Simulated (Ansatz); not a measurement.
## LaBr2, pressure series

Take LaBr₂ (space group P6_3/mmc, No. 194; a = 4.094 Å, c = 13.858 Å; ferromagnetic; layered, stacked along the Cartesian z axis) as the base.

Cell and atoms are relaxed at each pressure.

Method: r2SCAN+rVV10 (Ansatz, a first-principles code), scalar-relativistic without spin-orbit coupling.

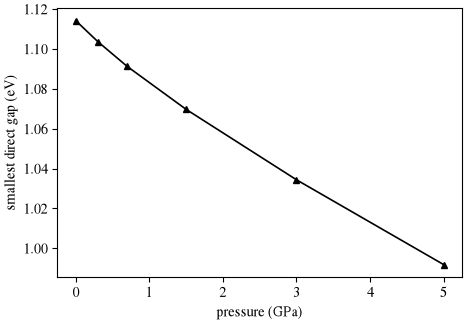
Smallest direct gap against pressure

| pressure (GPa) | smallest direct gap |
|---|---|
| 0.3 | 1.10 eV |
| 0.7 | 1.09 eV |
| 1.5 | 1.07 eV |
| 3 | 1.03 eV |
| 5 | 0.99 eV |

Other magnetic orders, which the real material may have, were not ruled out. Load acts through the strain it causes; cell and atoms are relaxed under it. Whether these cells are dynamically stable was not tested. Competing high-pressure phases were not computed. A gap here joins edges of opposite spin (a spin-flip gap).
